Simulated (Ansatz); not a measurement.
## Electronic structure of C3H6ClGa in real space

Input

```
crystal:
  periodic: [false, false, false]
  atoms:
    - { symbol: C, position_ang: [-1.82196, 0.76464, -1.50777] }
    - { symbol: C, position_ang: [-1.24468, -0.13517, -0.72182] }
    - { symbol: Ga, position_ang: [0.52744, 0.28315, 0.18629] }
    - { symbol: C, position_ang: [1.59967, -0.92238, 1.44596] }
    - { symbol: Cl, position_ang: [1.35193, 2.17607, -0.20764] }
    - { symbol: H, position_ang: [-1.36645, 1.73352, -1.68273] }
    - { symbol: H, position_ang: [-2.76455, 0.58941, -2.01159] }
    - { symbol: H, position_ang: [-1.72514, -1.09864, -0.56415] }
    - { symbol: H, position_ang: [1.50998, -0.55498, 2.47269] }
    - { symbol: H, position_ang: [1.27693, -1.96435, 1.42226] }
    - { symbol: H, position_ang: [2.65683, -0.87125, 1.16849] }
basis:
  gaussian: { orbitals: def2-SVP }
hamiltonian:
  xc: pbe0
relax:
  f_tol: 0.02
  max_steps: 50
output:
  orbitals: {}
```

Run with:

```sh
ansatz run input.yaml --threads 2 --pin off --max-ram 3072MiB --backend cpu --events-out ev --progress --plain --runs-dir out
```

The fields are those of the run's last geometry, not of the input's.

Level of theory: Ansatz, RKS PBE0/def2-SVP.

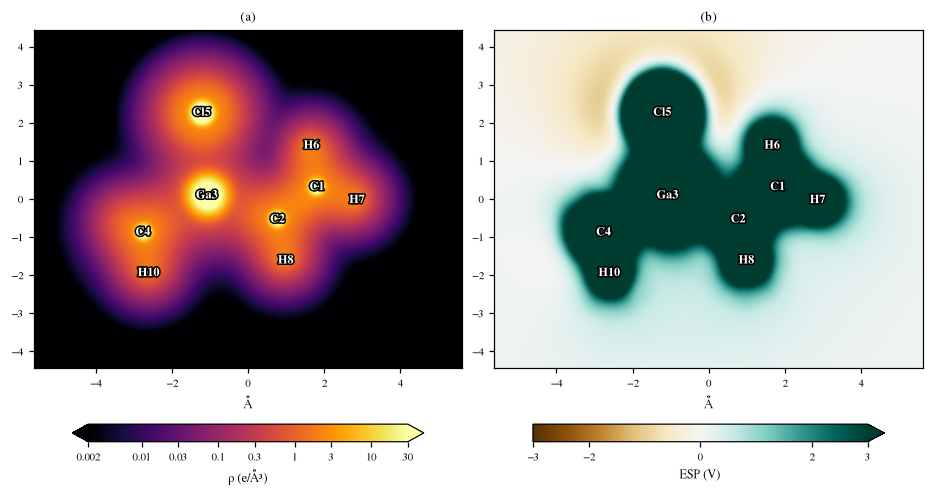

Figure 1. (a) total electron density; (b) molecular electrostatic potential on the plane of atoms C2, C1 and H7.

### What do the fields say about this system?

- The section cuts through C, Ga, Cl and H sites.
- C–C (1.34 Å): the density is about 2.3 e/Å³ at the midpoint.
- C–Ga (1.94 Å): ρ at the midpoint is about 0.82 e/Å³.
- Ga–Cl (2.18 Å): the density is about 0.64 e/Å³ at the midpoint.
- C–H (1.10 Å): ρ at the midpoint is about 2 e/Å³.
- Outside the dense part of the molecule the potential is most negative (−1.0 V) near Cl5.

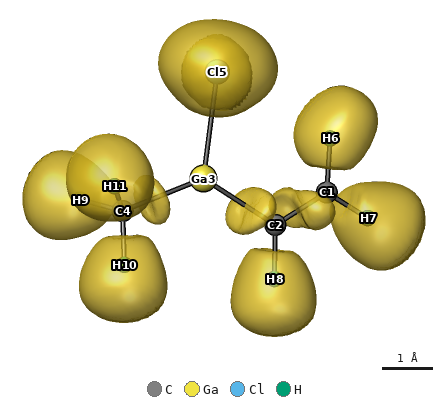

Figure 2. Isosurface of the electron localisation function at 0.8 (yellow), seen at a tilt. Only the valence region is drawn (cores and ρ < 0.01 e/Å³ removed).

### Describe the localisation domains.

The ELF exceeds this value in one region between bonded C–C atoms (shared pairs), six regions around hydrogen nuclei, two lobes of the valence shell of C pointing towards Ga (polar bonds) and one region wrapped around Cl (its valence shell). Along the contacts the grid gives the following. C–C (1.34 Å): the ELF peaks at about 0.90 between the atoms; a multiple bond. C–Ga (1.94 Å): the ELF peaks at about 0.90 in the valence shell of C, 0.7 Å from its nucleus, and is about 0.60 at the midpoint.

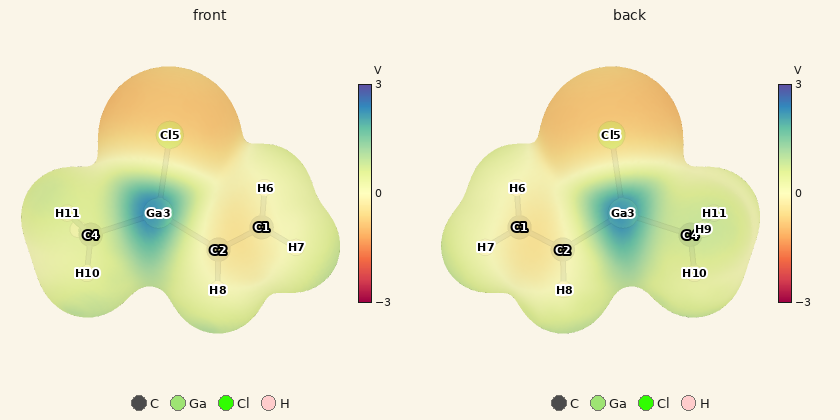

Figure 3. The electrostatic potential painted on the density surface at 0.002 e/bohr³, seen from the front and from behind; the colour scale runs from red (negative) to blue (positive).

### Which sites attract a positive test charge, and which a negative one?

A positive charge is drawn to the negative regions and a negative charge to the positive ones. The most negative region (about −1.0 V, or −23 kcal/mol for a unit charge) lies over Cl5, the most positive (about +2.3 V, or +53 kcal/mol for a unit charge) over Ga3.
